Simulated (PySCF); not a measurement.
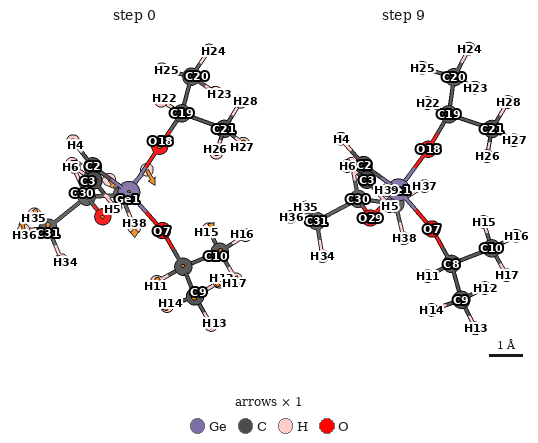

The structure of C$_{11}$H$_{24}$GeO$_{3}$ before (left) and after (right) a relaxation, at one scale. The orange arrows give the displacements, at their true length.

Style: ball-and-stick. Shown from a free direction.

The start comes from GFN2-xTB. Its atoms were then displaced at random by about 0.03 Å.

All numbers below come from PySCF, PBE0-D3(BJ)/def2-SVP geometry optimisation, gas phase. 

Q: Describe what moved and what it gained.

A: The atom that moves furthest after the best rigid fit is an H atom (0.56 Å). Largest moves by element: H 0.56 Å, C 0.31 Å, O 0.11 Å, Ge 0.08 Å. Among the contacts that change: Ge–O 1.902 → 1.777 Å, C–H 0.997 → 1.096 Å, C–H 1.189 → 1.099 Å, C–C 1.604 → 1.516 Å. Bond angles that change, for instance: C–C–H 102.9° → 111.0°, H–C–H 116.0° → 108.1°, H–C–H 116.3° → 108.7°. The energy falls by 183.1 kJ/mol in 9 geometry steps. The run took 26 min on 2 threads of Intel(R) Xeon(R) Processor @ 2.50GHz (shared host).
